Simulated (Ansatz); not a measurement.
# Geometry relaxation, with input and output: WH$_{7}$SF (part 1 of 2)

WH$_{7}$SF, computed with RKS PBE0-D4/def2-SVP (Ansatz 0.2.0).

It belongs to a series of runs on one base structure; here: end point B relaxed. Figures and captions count atoms from 1; the log counts them from 0 in places.

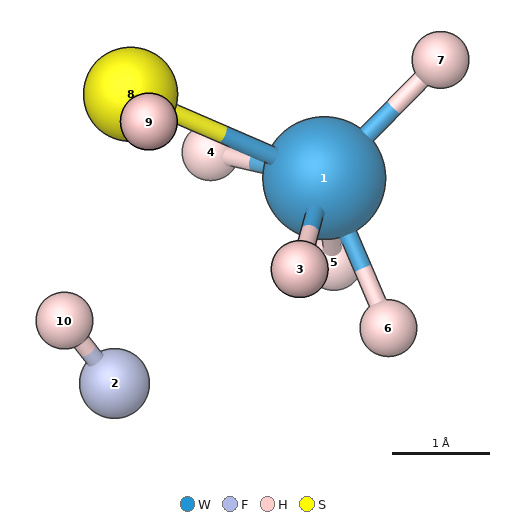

Figure 1. The structure as given in the input (ball-and-stick view, seen at a tilt; atoms are numbered from 1 in the order of the input). Sticks mark near contacts. Bond lengths as drawn: F–H 0.93 Å, H–S 1.36 Å, H–W 1.66 to 1.72 Å and S–W 2.40 Å.

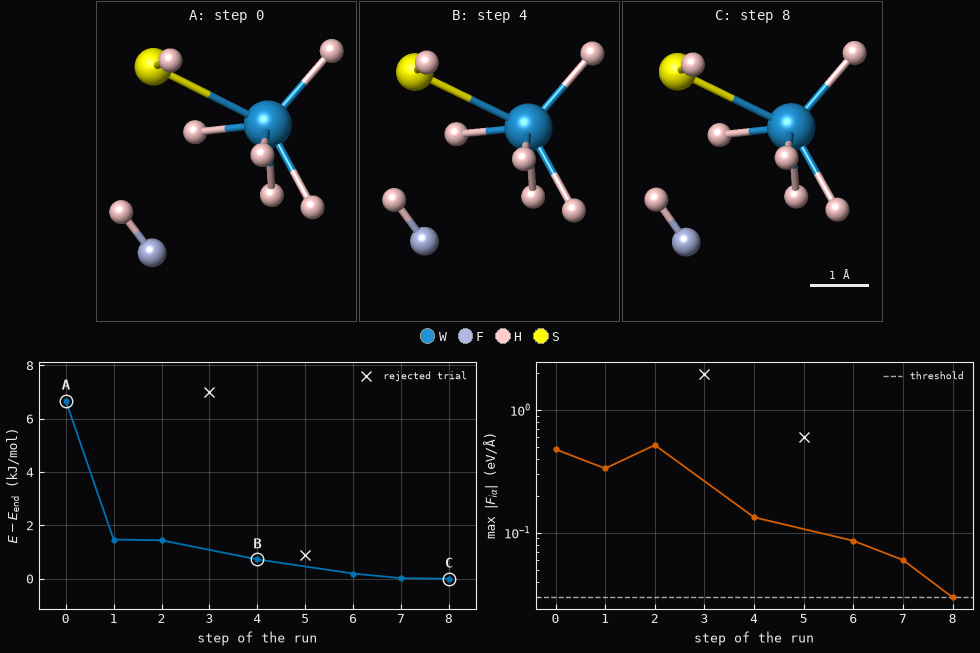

Figure 2. Frames of the relaxation (ball-and-stick view, seen at a tilt) above the curves, on which the letters mark them (the first geometry is step 0 here and step 1 in the log).

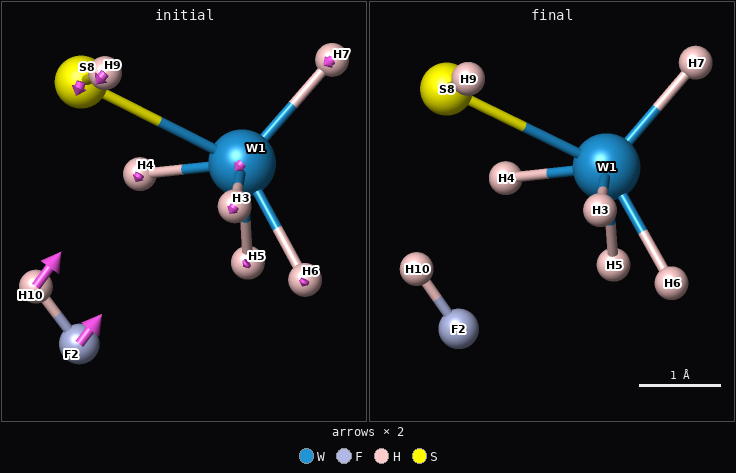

Figure 3. Before (left) and after (right) the relaxation, at one scale (ball-and-stick view, seen at a tilt). The pink arrows give the displacements, magnified 2 times. The energy falls by 6.68 kJ/mol in 8 geometry steps. The largest force component goes from 0.48 to 0.03 eV/Å. The line search rejected the trial steps at points 3, 5 (counted from 0) and went back. H10 moves most after the best rigid fit: 0.27 Å. Largest moves by element: H 0.27 Å, F 0.23 Å, S 0.09 Å, W 0.07 Å. Distances before and after: W1–S8 2.400 → 2.365 Å, F2–H10 0.925 → 0.939 Å. (Atoms are counted from 1 in the order of the input.)

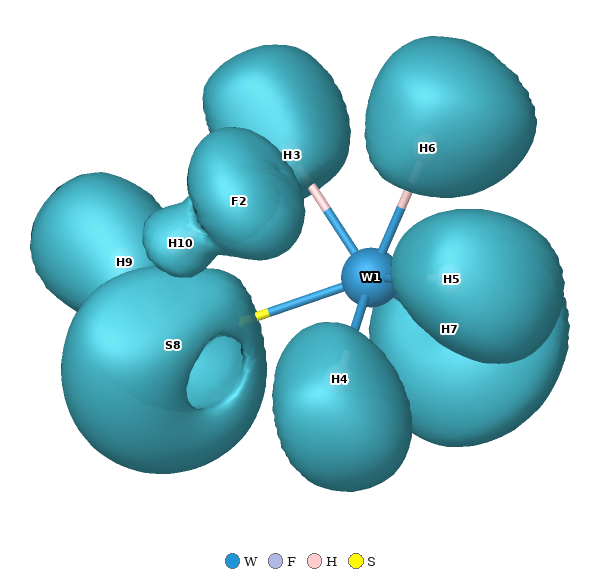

Figure 4. Isosurface of the ELF at 0.8 (cyan), seen from the side. Core shells and regions of very low density are left out. Values along the shortest contacts: W1···F2 (2.75 Å): the ELF is only about 0.05 between them. W–S (2.36 Å): the ELF peaks at about 0.90 in the valence shell of S, 0.9 Å from its nucleus, and is about 0.50 at the midpoint.

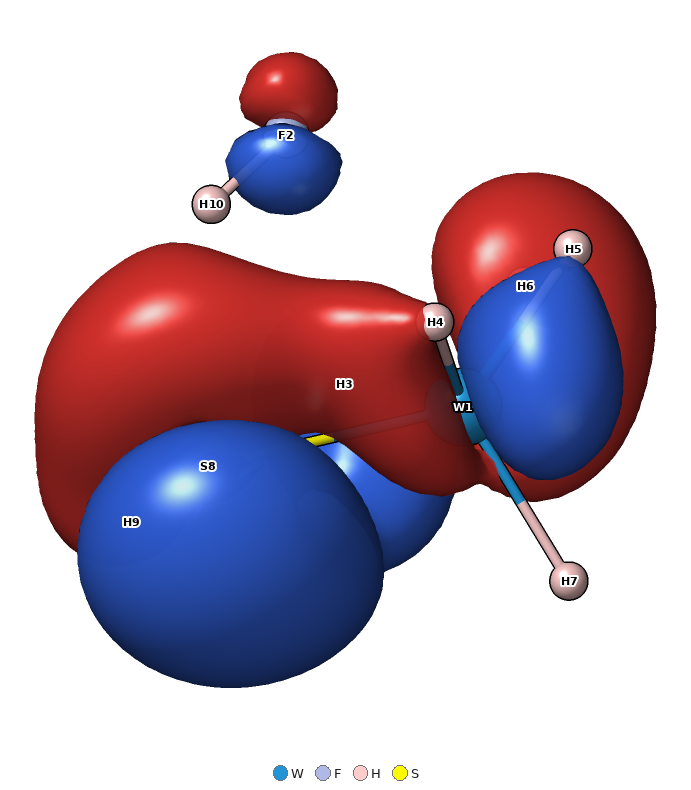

Figure 5. The HOMO at ±0.08 Å⁻³ᐟ² (blue and red are the two phases), seen face on. It lies mainly on S8 (45 %), W1 (25 %) and H6 (10 %). Its energy is −7.93 eV.

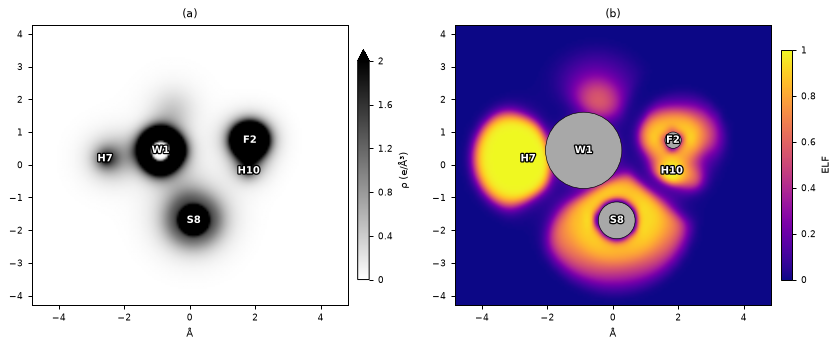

Figure 6. (a) total electron density; (b) ELF on the plane of atoms H7, W1 and S8. Grey discs, where drawn, cover atomic cores. Atoms in the plane: W, F, H and S. W1···F2 (2.75 Å): ρ is about 0.13 e/Å³ halfway; the ELF is only about 0.05 between them.

The input and output of the run follow.

### Input
```yaml
crystal:
  periodic: [false, false, false]
  atoms:
    - { symbol: W, position_ang: [0.305224, 0.24339, -0.385399] }
    - { symbol: F, position_ang: [-0.09172, 0.099329, 2.631039] }
    - { symbol: H, position_ang: [1.455343, -0.636004, 0.43168] }
    - { symbol: H, position_ang: [-0.579082, 1.466124, 0.32636] }
    - { symbol: H, position_ang: [-1.273947, -0.094395, 0.071014] }
    - { symbol: H, position_ang: [-0.092591, -1.320693, 0.098621] }
    - { symbol: H, position_ang: [0.523164, 0.359944, -2.08708] }
    - { symbol: S, position_ang: [1.757313, 1.874199, 0.610732] }
    - { symbol: H, position_ang: [2.940701, 1.215047, 0.666417] }
    - { symbol: H, position_ang: [0.515195, 0.79746, 2.618116] }
basis:
  gaussian: { orbitals: def2-SVP }
hamiltonian:
  xc: pbe0
  dispersion: d4
relax:
  f_tol: 0.03
  max_steps: 50
output:
  orbitals: {}
```

Launched with:
```bash
ansatz run input.yaml --threads 2 --pin off --max-ram 3072MiB --backend cpu --events-out ev --progress --plain --runs-dir out
```

### What the program printed
```
The last accepted step is kept in [file] (removed where the run ends without a failure and the disk answers)
Engine: ansatz 0.2.0, aarch64-unknown-linux-gnu
Functional definition: PBE0
  parameter a = 0.25
  parameter kappa = 0.804
  parameter beta = 0.06672455060314922
  exchange = (1 - a)*pbe_x(kappa = kappa, mu = beta*pi^2/3) + a*exact_x
  correlation = pbe_c(beta = beta)
1057 factors; integrals over basis functions are off by at most 3.2e-4 eV
mean field evaluation 1: about -15475.7686 eV, gradient 3.0e1 eV
mean field evaluation 2: about -15474.9384 eV, gradient 3.9e1 eV
mean field evaluation 4: about -15477.4368 eV, gradient 4.0e0 eV
mean field evaluation 8: about -15477.5223 eV, gradient 1.5e-1 eV
mean field evaluation 16: about -15477.5224 eV, gradient 1.7e-4 eV
mean field -15477.52238163 eV, -568.7884564835 hartree, gradient 6.9e-5 eV, S^2 0.000000; 0 other end points of the search recorded, 0 dependent functions left out
the calculation of the forces begins
reference -15477.52242480 eV, -568.7884580700 hartree; 23, 23 occupied and 76, 76 virtual orbitals, 1057 factors
relax step   1: F+E_penalty+E_count = -15477.70964717 eV  Δ(F+E_penalty+E_count) = +0.000e0 eV  max|allowed force component| = 4.782e-1 eV/Å  Δτ_max = 0.0000 Å  (29 SCF iters, accepted)
these checks for a lower state are left out or cut short: starts, cluster_reference, orbital_swaps, neighbouring_geometries, increment
1057 factors; integrals over basis functions are off by at most 3.9e-4 eV
mean field -15477.57219924 eV, -568.7902872467 hartree, gradient 1.9e-5 eV, S^2 0.000000; 0 other end points of the search recorded, 0 dependent functions left out
the calculation of the forces begins
reference -15477.57224372 eV, -568.7902888814 hartree; 23, 23 occupied and 76, 76 virtual orbitals, 1057 factors
relax step   2: F+E_penalty+E_count = -15477.76361326 eV  Δ(F+E_penalty+E_count) = -5.397e-2 eV  max|allowed force component| = 3.341e-1 eV/Å  Δτ_max = 0.1949 Å  (33 SCF iters, accepted)
these checks for a lower state are left out or cut short: starts, cluster_reference, orbital_swaps, neighbouring_geometries, increment
1057 factors; integrals over basis functions are off by at most 3.6e-4 eV
mean field evaluation 32: about -15477.5721 eV, gradient 8.4e-6 eV
mean field -15477.57212750 eV, -568.7902846104 hartree, gradient 8.4e-6 eV, S^2 0.000000; 0 other end points of the search recorded, 0 dependent functions left out
the calculation of the forces begins
reference -15477.57217192 eV, -568.7902862428 hartree; 23, 23 occupied and 76, 76 virtual orbitals, 1057 factors
relax step   3: F+E_penalty+E_count = -15477.76391853 eV  Δ(F+E_penalty+E_count) = -3.053e-4 eV  max|allowed force component| = 5.182e-1 eV/Å  Δτ_max = 0.1280 Å  (33 SCF iters, accepted)
these checks for a lower state are left out or cut short: starts, cluster_reference, orbital_swaps, neighbouring_geometries, increment
1057 factors; integrals over basis functions are off by at most 3.7e-4 eV
mean field -15477.51482338 eV, -568.7881787230 hartree, gradient 1.7e-5 eV, S^2 0.000000; 0 other end points of the search recorded, 0 dependent functions left out
the calculation of the forces begins
reference -15477.51486832 eV, -568.7881803745 hartree; 23, 23 occupied and 76, 76 virtual orbitals, 1057 factors
relax step   4: F+E_penalty+E_count = -15477.70640032 eV  Δ(F+E_penalty+E_count) = +5.752e-2 eV  max|allowed force component| = 1.977e0 eV/Å  Δτ_max = 0.1676 Å  (32 SCF iters, rejected (line search))
these checks for a lower state are left out or cut short: starts, cluster_reference, orbital_swaps, neighbouring_geometries, increment
1057 factors; integrals over basis functions are off by at most 3.3e-4 eV
mean field -15477.57958468 eV, -568.7905586568 hartree, gradient 1.7e-5 eV, S^2 0.000000; 0 other end points of the search recorded, 0 dependent functions left out
the calculation of the forces begins
reference -15477.57962949 eV, -568.7905603036 hartree; 23, 23 occupied and 76, 76 virtual orbitals, 1057 factors
relax step   5: F+E_penalty+E_count = -15477.77134901 eV  Δ(F+E_penalty+E_count) = -7.430e-3 eV  max|allowed force component| = 1.336e-1 eV/Å  Δτ_max = 0.0838 Å  (32 SCF iters, accepted)
these checks for a lower state are left out or cut short: starts, cluster_reference, orbital_swaps, neighbouring_geometries, increment
1057 factors; integrals over basis functions are off by at most 3.7e-4 eV
mean field -15477.57780800 eV, -568.7904933649 hartree, gradient 1.5e-5 eV, S^2 0.000000; 0 other end points of the search recorded, 0 dependent functions left out
the calculation of the forces begins
reference -15477.57785273 eV, -568.7904950089 hartree; 23, 23 occupied and 76, 76 virtual orbitals, 1057 factors
relax step   6: F+E_penalty+E_count = -15477.76959215 eV  Δ(F+E_penalty+E_count) = +1.757e-3 eV  max|allowed force component| = 6.080e-1 eV/Å  Δτ_max = 0.0986 Å  (33 SCF iters, rejected (line search))
these checks for a lower state are left out or cut short: starts, cluster_reference, orbital_swaps, neighbouring_geometries, increment
1057 factors; integrals over basis functions are off by at most 3.7e-4 eV
mean field -15477.58491341 eV, -568.7907544841 hartree, gradient 1.7e-5 eV, S^2 0.000000; 0 other end points of the search recorded, 0 dependent functions left out
the calculation of the forces begins
reference -15477.58495816 eV, -568.7907561283 hartree; 23, 23 occupied and 76, 76 virtual orbitals, 1057 factors
```
